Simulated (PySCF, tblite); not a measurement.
# C5H12O3Si2: geometry, infrared bands and NMR shifts

What infrared bands and NMR shifts should C5H12O3Si2 (`C[Si](C)(C)O[Si@@]1(O)C=CO1`) show?

The runs use tblite 0.8.0 and PySCF 2.14.0, with density-fitted response routines of our own; the level of theory stands in each step. All values are computed, except where a source is named. Atoms are numbered from 0 throughout.

## 1. Starting geometry

22 atoms, charge 0, multiplicity 1; geometry from: force field or distance geometry start.

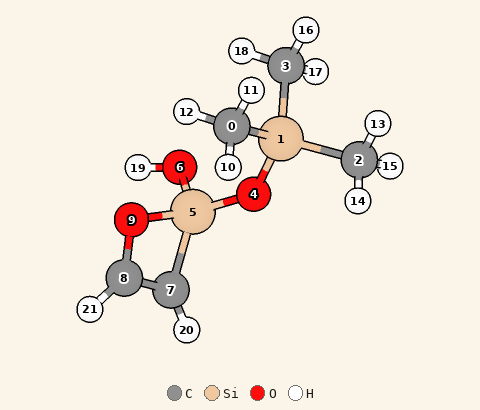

The starting geometry (carbon grey, silicon light orange, oxygen red, hydrogen white), atoms numbered.

## 2. Relaxing the molecule with GFN2-xTB

Job settings and geometry (Å):

```
{"job": {"kind": "relax", "xc": "GFN2-xTB", "basis": "xTB"}, "charge": 0, "multiplicity": 1}
C     -1.443900     0.013200    -1.506500
Si    -1.109800    -0.471000     0.266000
C     -1.755100    -2.222000     0.543900
C     -2.054300     0.694100     1.400500
O      0.526800    -0.430800     0.607500
Si     1.782600     0.613800     0.617100
O      1.651600     1.818300     1.725400
C      3.436000     0.015700     0.243000
C      3.348800     0.662800    -0.947400
O      2.160100     1.218900    -0.877000
H     -0.927900    -0.649300    -2.198700
H     -2.527300    -0.048500    -1.718100
H     -1.128300     1.043400    -1.684800
H     -2.832600    -2.261600     0.326600
H     -1.257500    -2.916900    -0.118100
H     -1.606200    -2.534800     1.587200
H     -3.126300     0.631900     1.211200
H     -1.886700     0.417500     2.457400
H     -1.732600     1.724500     1.264600
H      2.194900     2.597800     1.540600
H      4.183300    -0.602700     0.704000
H      4.094100     0.705400    -1.747000
```

Command:

```console
$ OMP_NUM_THREADS=1 python probes_run.py task.json out
```

This one command runs all jobs of the session in turn.

Standard output:

```text
step      E/eV     max force
  0    -886.12547    4.494
  1    -886.48706    1.146
  2    -886.53142    0.656
  3    -886.58758    0.526
  4    -886.61045    0.521
  5    -886.63066    0.417
  6    -886.64231    0.298
  7    -886.65028    0.419
  8    -886.65678    0.261
  9    -886.66461    0.292
 10    -886.67095    0.245
 11    -886.67432    0.116
 12    -886.67680    0.136
 13    -886.67924    0.151
 14    -886.68294    0.224
 15    -886.68739    0.259
 16    -886.69119    0.178
 17    -886.69368    0.149
 18    -886.69593    0.130
 19    -886.69913    0.212
 20    -886.70295    0.238
 21    -886.70610    0.151
 22    -886.70802    0.087
 23    -886.70939    0.105
 24    -886.71068    0.141
 25    -886.71171    0.113
 26    -886.71233    0.052
 27    -886.71278    0.051
 28    -886.71333    0.072
 29    -886.71394    0.082
 30    -886.71442    0.059
 31    -886.71473    0.043
 32    -886.71501    0.047
 33    -886.71537    0.075
 34    -886.71578    0.069
 35    -886.71614    0.042
 36    -886.71649    0.054
 37    -886.71691    0.066
 38    -886.71745    0.089
 39    -886.71797    0.070
 40    -886.71830    0.030
 41    -886.71847    0.028
 42    -886.71857    0.025
 43    -886.71865    0.022
 44    -886.71872    0.026
 45    -886.71880    0.027
 46    -886.71889    0.025
 47    -886.71896    0.022
 48    -886.71901    0.015
 49    -886.71905    0.018
 50    -886.71909    0.021
 51    -886.71913    0.019
 52    -886.71917    0.012
 53    -886.71920    0.013
 54    -886.71923    0.018
 55    -886.71927    0.021
 56    -886.71933    0.021
 57    -886.71937    0.015
 58    -886.71940    0.013
 59    -886.71943    0.017
 60    -886.71947    0.018
 61    -886.71951    0.014
 62    -886.71955    0.011
 63    -886.71958    0.014
 64    -886.71961    0.015
 65    -886.71963    0.012
 66    -886.71966    0.011
 67    -886.71968    0.014
 68    -886.71971    0.017
 69    -886.71975    0.018
 70    -886.71979    0.015
 71    -886.71982    0.013
 72    -886.71984    0.012
 73    -886.71986    0.013
 74    -886.71988    0.015
 75    -886.71990    0.012
 76    -886.71993    0.015
 77    -886.71997    0.017
 78    -886.72001    0.016
 79    -886.72005    0.016
 80    -886.72009    0.016
 81    -886.72014    0.019
 82    -886.72021    0.027
 83    -886.72032    0.039
 84    -886.72044    0.035
 85    -886.72051    0.016
 86    -886.72053    0.006
```

Wall time 1.6 s (1 thread of Arm Neoverse N1, shared host); peak memory 0.18 GiB.

Along the way: (not every step is listed)

| step | energy from step 0 (eV) | largest force (eV/Å) |
| --- | --- | --- |
| 0 | 0.0000 | 4.4936 |
| 1 | -0.3616 | 1.1457 |
| 2 | -0.4060 | 0.6558 |
| 3 | -0.4621 | 0.5264 |
| 4 | -0.4850 | 0.5206 |
| 5 | -0.5052 | 0.4166 |
| 6 | -0.5168 | 0.2983 |
| 7 | -0.5248 | 0.4193 |
| 8 | -0.5313 | 0.2610 |
| 15 | -0.5619 | 0.2587 |
| 22 | -0.5826 | 0.0872 |
| 29 | -0.5885 | 0.0815 |
| 36 | -0.5910 | 0.0544 |
| 43 | -0.5932 | 0.0216 |
| 50 | -0.5936 | 0.0210 |
| 57 | -0.5939 | 0.0149 |
| 64 | -0.5941 | 0.0147 |
| 71 | -0.5944 | 0.0127 |
| 78 | -0.5945 | 0.0161 |
| 81 | -0.5947 | 0.0193 |
| 82 | -0.5947 | 0.0275 |
| 83 | -0.5949 | 0.0392 |
| 84 | -0.5950 | 0.0347 |
| 85 | -0.5950 | 0.0160 |
| 86 | -0.5951 | 0.0064 |

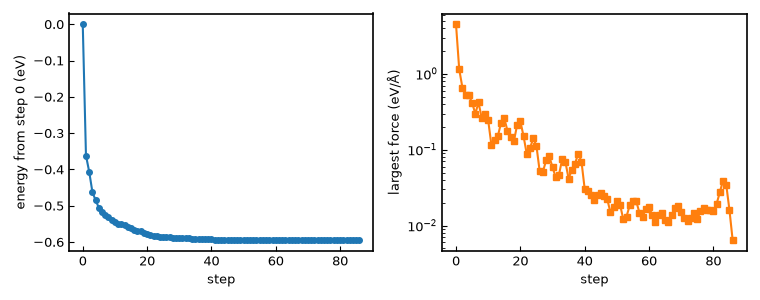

Energy and largest force along the relaxation.

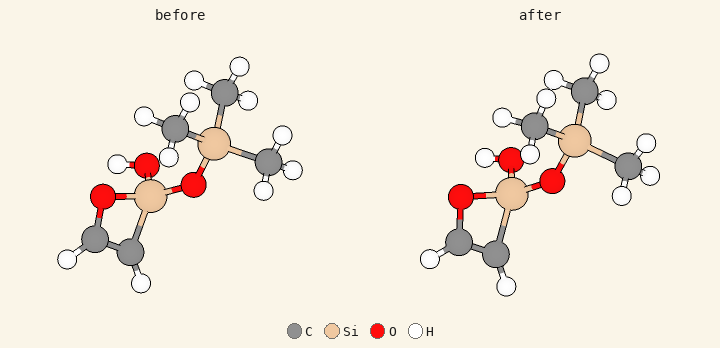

The geometry before (left) and after (right).

Close pairs (by a distance rule), those that changed most:

```
  bond  before (Å)  after (Å)  change (Å)
Si5–C7       1.798      1.886      +0.088
 C8–O9       1.314      1.381      +0.067
Si5–O9       1.656      1.711      +0.056
O4–Si5       1.633      1.594      -0.040
C0–Si1       1.868      1.903      +0.035
 C7–C8       1.358      1.330      -0.028
Si5–O6       1.642      1.621      -0.021
Si1–C3       1.881      1.902      +0.021
```

The end geometry stands in the next job.

## 3. Harmonic vibrations with GFN2-xTB

Job settings and geometry (Å):

```
{"job": {"kind": "ir", "xc": "GFN2-xTB", "basis": "xTB"}, "charge": 0, "multiplicity": 1}
C     -1.499518     0.067447    -1.572706
Si    -1.186883    -0.425229     0.238420
C     -1.608918    -2.249361     0.573973
C     -2.048824     0.766863     1.443850
O      0.444091    -0.353340     0.512039
Si     1.705022     0.619183     0.576498
O      1.411764     1.784081     1.664408
C      3.400160    -0.145540     0.262221
C      3.397724     0.558827    -0.865951
O      2.217849     1.275476    -0.918609
H     -1.028347    -0.636331    -2.253145
H     -2.557833     0.099981    -1.812473
H     -1.078530     1.047104    -1.780342
H     -2.663101    -2.444475     0.406744
H     -1.043619    -2.909883    -0.076471
H     -1.379483    -2.526921     1.598095
H     -3.126686     0.766661     1.316433
H     -1.836683     0.500221     2.474974
H     -1.694437     1.782554     1.295331
H      1.946727     2.574743     1.654259
H      4.138209    -0.818161     0.646281
H      4.080906     0.685482    -1.686735
```

Standard output:

```text
mode    cm-1     km/mol
  1     -16.0      0.24
  2      26.3      1.54
  3      47.5      1.10
  4      68.7      0.19
  5      89.7      0.45
  6      98.4      0.07
  7     120.1      0.52
  8     140.8      0.71
  9     144.8      2.08
 10     176.4      5.37
 11     185.5      5.30
 12     194.4     27.09
 13     218.3     17.59
 14     263.5     33.35
 15     285.9     30.42
 16     300.4     95.69
 17     420.1     85.08
 18     503.6     56.89
 19     587.1     46.27
 20     623.1     17.22
 21     688.5      5.94
 22     734.0     15.66
 23     740.8      6.94
 24     745.0      8.34
 25     771.9      0.03
 26     792.3      0.17
 27     793.7      2.10
 28     830.0    118.43
 29     844.5      1.18
 30     852.5    116.48
 31     854.8    236.30
 32     858.0    212.11
 33     880.0    162.61
 34     929.5    367.41
 35    1040.5    413.03
 36    1071.2     63.63
 37    1093.3    660.24
 38    1208.8     49.15
 39    1369.4     27.46
 40    1370.0     25.37
 41    1372.6      9.33
 42    1473.4      0.10
 43    1477.1      0.38
 44    1477.4      0.12
 45    1479.9      0.35
 46    1482.4      0.20
 47    1484.2      3.17
 48    1600.4     85.91
 49    3036.8     16.71
 50    3039.4      8.13
 51    3042.1      9.25
 52    3042.2     22.72
 53    3045.7      9.41
 54    3047.4     19.69
 55    3048.8     29.66
 56    3050.3     30.24
 57    3055.6     68.62
 58    3105.8     49.87
 59    3164.4     40.16
 60    3656.9     40.02
```

Run time: 2.3 s. Hardware: 1 thread of Arm Neoverse N1, shared host; peak memory 0.18 GiB.

Which atoms move in the most intense modes:

```
cm⁻¹  km/mol                                   atoms
 830   118.4                       H19 75 %, O6 12 %
 852   116.5     C7 18 %, H20 17 %, O9 14 %, C8 12 %
 855   236.3  Si1 23 %, H15 15 %, H14 12 %, H17 10 %
 858   212.1            Si1 24 %, H18 15 %, H12 15 %
 880   162.6  Si1 17 %, H13 12 %, H16 10 %, H11 10 %
 930   367.4             O6 41 %, Si5 38 %, H20 13 %
1040   413.0     O9 30 %, O4 18 %, H20 14 %, C7 12 %
1093   660.2             O4 47 %, Si5 22 %, H20 11 %
```

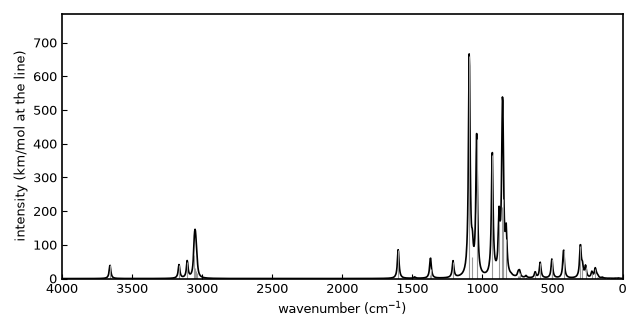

The infrared spectrum from these modes, unscaled. Lines are broadened to a width of 14 cm⁻¹ (Lorentzian).

## 4. Shielding tensors: PBE0/pcSseg-1

Same as in step 3 but for these lines:

```diff
@@ -1,2 +1,2 @@
-{"job": {"kind": "ir", "xc": "GFN2-xTB", "basis": "xTB"}, "charge": 0, "multiplicity": 1}
+{"job": {"kind": "nmr", "xc": "PBE0", "basis": "pcSseg-1"}, "charge": 0, "multiplicity": 1}
 C     -1.499518     0.067447    -1.572706
```

Method: GIAO PBE0/pcSseg-1 NMR shielding, non-relativistic, gas phase.

Standard output:

```text
coarse grid: 19376 points
cycle   1  E = -1001.4288431867  dE =  1.401e+00  |g| = 1.219e+00  |ddm| = 4.309e+00
cycle   2  E = -1001.1785955911  dE =  2.502e-01  |g| = 1.695e+00  |ddm| = 2.017e+00
cycle   3  E = -1001.6994668707  dE = -5.209e-01  |g| = 1.894e-01  |ddm| = 1.332e+00
cycle   4  E = -1001.7069811354  dE = -7.514e-03  |g| = 4.960e-02  |ddm| = 1.800e-01
cycle   5  E = -1001.7073884098  dE = -4.073e-04  |g| = 2.790e-02  |ddm| = 5.276e-02
cycle   6  E = -1001.7075647161  dE = -1.763e-04  |g| = 4.152e-03  |ddm| = 2.353e-02
cycle   7  E = -1001.7075675167  dE = -2.801e-06  |g| = 2.031e-03  |ddm| = 4.120e-03
final grid: 177984 points
cycle   8  E = -1001.7963217320  dE = -3.182e-05  |g| = 1.457e-02  |ddm| = 2.681e-02
cycle   9  E = -1001.7962756547  dE =  4.608e-05  |g| = 2.148e-02  |ddm| = 2.347e-02
cycle  10  E = -1001.7963628680  dE = -8.721e-05  |g| = 1.895e-03  |ddm| = 1.474e-02
cycle  11  E = -1001.7963636269  dE = -7.590e-07  |g| = 3.227e-04  |ddm| = 1.588e-03
cycle  12  E = -1001.7963636405  dE = -1.352e-08  |g| = 2.041e-04  |ddm| = 3.905e-04
cycle  13  E = -1001.7963636497  dE = -9.237e-09  |g| = 4.087e-05  |ddm| = 1.801e-04
cycle  14  E = -1001.7963636500  dE = -2.967e-10  |g| = 1.511e-05  |ddm| = 4.112e-05
converged SCF energy = -1001.7963636500

GIAO shielding tensors (ppm)
atom      isotropic    diamagn.    paramagn.     s11        s22        s33       span
  0 C      184.084     257.782     -73.698    174.781    184.185    193.286     18.505
  1 Si     330.515     881.712    -551.197    322.410    324.426    344.709     22.300
  2 C      184.364     255.096     -70.733    175.969    182.961    194.160     18.191
  3 C      183.998     255.996     -71.998    174.935    184.572    192.486     17.551
  4 O      251.406     403.394    -151.988    224.051    249.427    280.740     56.689
  5 Si     400.633     882.025    -481.393    366.720    410.949    424.229     57.509
  6 O      279.905     388.650    -108.746    255.520    266.209    317.985     62.465
  7 C       78.301     263.657    -185.355    -16.317    113.528    137.692    154.009
  8 C       17.065     257.021    -239.956   -111.116     48.623    113.689    224.805
  9 O      145.926     401.176    -255.250     86.171    146.428    205.179    119.008
 10 H       31.309      33.658      -2.348     27.719     28.669     37.539      9.820
 11 H       31.786      31.010       0.777     27.508     28.751     39.100     11.592
 12 H       31.338      34.743      -3.405     27.115     29.882     37.017      9.902
 13 H       31.904      29.496       2.408     27.725     28.936     39.051     11.326
 14 H       31.331      32.263      -0.932     27.168     29.143     37.681     10.513
 15 H       31.347      31.134       0.213     27.197     29.094     37.749     10.553
 16 H       31.767      30.001       1.767     27.498     28.665     39.138     11.640
 17 H       31.212      31.414      -0.202     27.670     28.606     37.359      9.689
 18 H       31.145      33.384      -2.239     26.901     29.838     36.697      9.796
 19 H       29.254      29.858      -0.604     21.077     23.323     43.362     22.285
 20 H       26.936      32.888      -5.952     25.270     26.449     29.088      3.819
 21 H       24.127      30.282      -6.155     22.738     23.523     26.120      3.382
```

Wall time 1.9 min (1 thread of Arm Neoverse N1, shared host); peak memory 1.1 GiB.

The references, computed at this level on geometries of the same kind, shield at (ppm): ¹H TMS 31.72, ¹³C TMS 186.9, ²⁹Si TMS 349.2, ¹⁷O H2O 336.1. Their shielding less the atom's gives the shift. The references are single molecules in the gas phase, so shifts against H2O, NH3, PH3, H3PO4 or CFCl3 are not on the usual liquid scales and can be off by tens of ppm. Atoms listed in one row are averaged.

```csv
atoms,environment,σ (ppm),δ (ppm),δ scaled to CDCl3
C8,alkene carbon bearing oxygen,17.1,169.9,163.9
C7,β carbon of an enol-ether or enamine type C=C,78.3,108.6,104.1
"C0, C2, C3",methyl carbon bonded to Si,184.1,2.8,0.8
H21,hydrogen on an alkene carbon bearing oxygen,24.13,7.59,7.26
H20,hydrogen on a β carbon of an enol-ether or enamine type C=C,26.94,4.78,4.61
H19,hydrogen on an oxygen bonded to Si,29.25,2.46,–
"H10, H11, H12, H13, H14 and 4 more",hydrogen on a methyl carbon bonded to Si,31.46,0.26,0.35
Si1,"silicon bonded to 3 C, O",330.5,18.6,–
Si5,"silicon bonded to C, 3 O, in a 4-membered ring",400.6,-51.5,–
O9,"oxygen bonded to C, Si, in a 4-membered ring",145.9,190.2,–
O4,oxygen bonded to 2 Si,251.4,84.7,–
O6,"oxygen bonded to Si, H",279.9,56.2,–
```

The scaled column applies a straight-line fit of computed shieldings to shifts measured in CDCl3 (root-mean-square error 0.16 ppm for H, 1.9 ppm for C).

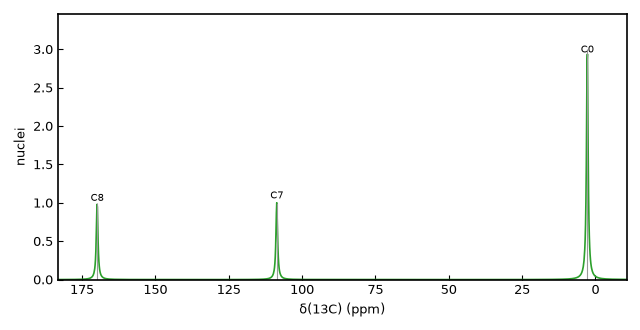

¹³C lines at the computed shifts, without couplings. Lines are broadened to a width of 0.67 ppm (Lorentzian).

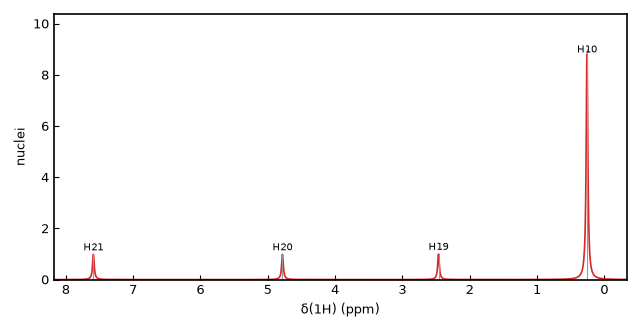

¹H lines at the computed shifts, without couplings. Lines are broadened to a width of 0.03 ppm (Lorentzian).

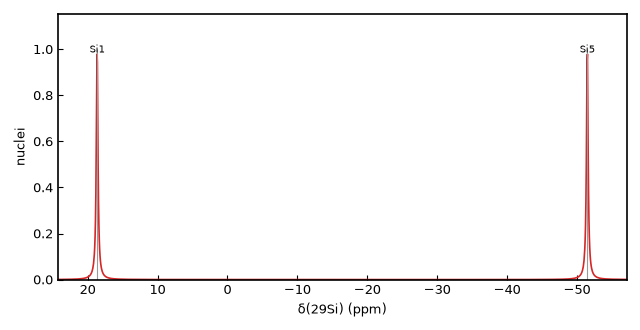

²⁹Si lines at the computed shifts, without couplings. Lines are broadened to a width of 0.28 ppm (Lorentzian).

Charges from the same density, by scheme (e):

```
     atoms  Mulliken    IAO  Hirshfeld  ESP fit
C0, C2, C3     -0.64  -0.74      -0.22    -0.79
       Si1      1.12   1.28       0.48     1.15
        O4     -0.73  -0.85      -0.29    -0.60
       Si5      1.26   1.59       0.53     1.28
        O6     -0.53  -0.77      -0.29    -0.77
        C7     -0.49  -0.58      -0.21    -0.86
        C8      0.17   0.09       0.03     0.26
        O9     -0.58  -0.66      -0.26    -0.58
```

IAO charges:

C0 -0.74; Si1 1.28; C2 -0.74; C3 -0.74; O4 -0.85; Si5 1.59; O6 -0.77; C7 -0.58; C8 0.09; O9 -0.66; H10 0.16; H11 0.15; H12 0.16; H13 0.15; H14 0.16; H15 0.16; H16 0.15; H17 0.16; H18 0.16; H19 0.38; H20 0.16; H21 0.17

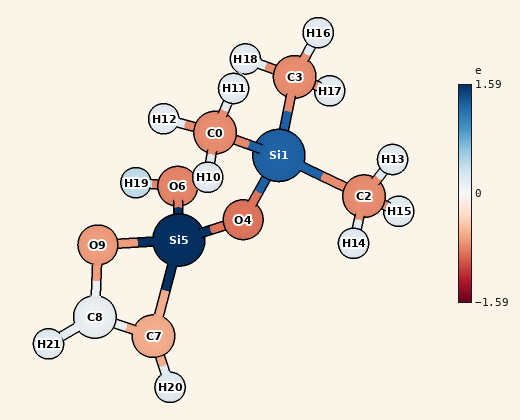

IAO charges, as colours on the atoms.

Mayer bond orders: C0–Si1 0.96, Si1–C2 0.96, Si1–C3 0.96, Si1–O4 0.81, O4–Si5 1.06, Si5–O6 1.11, Si5–C7 0.86, C7–C8 1.75, C8–O9 0.96, O9–Si5 0.86.

Ring of atoms Si5, C7, C8, O9: NICS(0) -3.6, NICS(1) -1.0, NICS(1)zz 4.4 ppm (means of both faces).

## 5. Results

| quantity | value |
| --- | --- |
| strongest single infrared mode (GFN2-xTB) | 1093 cm⁻¹, 660 km/mol |
| zero-point energy (GFN2-xTB) | 103.1 kcal/mol |
| ¹³C shifts against TMS (PBE0/pcSseg-1, means over atoms taken as alike) | 169.9, 108.6, 2.8 ppm |
| ¹H shifts against TMS (PBE0/pcSseg-1, means over atoms taken as alike) | 7.59, 4.78, 2.46, 0.26 ppm |
| ²⁹Si shifts against TMS (PBE0/pcSseg-1) | 18.6, -51.5 ppm |
| ¹⁷O shifts against H2O (PBE0/pcSseg-1) | 190.2, 84.7, 56.2 ppm |

In words: The optimisation took 86 steps and gained 0.595 eV; among the close pairs (by a distance rule), Si5–C7 changed most, from 1.798 to 1.886 Å. The lowest mode is slightly imaginary (16i cm⁻¹), a soft motion within the noise of the Hessian, so the minimum is not strictly shown. The strongest single mode, at 1093 cm⁻¹, is carried by O4, Si5, H20. Unscaled tight-binding wavenumbers are off by several per cent, some by more. Its intensities can rank the bands wrongly. The most deshielded carbon is C8 (alkene carbon bearing oxygen), at 169.9 ppm: an sp2 carbon further deshielded by the attached heteroatom. H21 (hydrogen on an alkene carbon bearing oxygen) lies farthest downfield among hydrogen, at 7.59 ppm; attached to an sp2 carbon and in the plane of the double bond. At PBE0/pcSseg-1: The largest span, 225 ppm, is at C8, where the paramagnetic term is -240 ppm.
